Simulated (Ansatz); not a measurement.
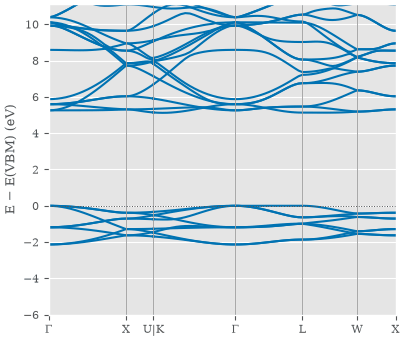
*Band structure from DFT-r²SCAN in the program Ansatz with PAW potentials*

Read off the gap and where the band edges lie.

About 5.1 eV (5.12 eV by a search for the band edges); maximum at L, minimum on the K–Γ line, 11 % of the way from K.

The material is C in space group Fd-3m (No. 227; C on 8b, C on 32e).

The start of the workflow was typed in or built on a structure type. Its sites differ from those of the usual phase in this space group: another stacking or structure type. The cell was relaxed with r²SCAN under the symmetry of its start; its stability against distortions is not shown here.

Potentials: the earlier of the program's two PAW sets.
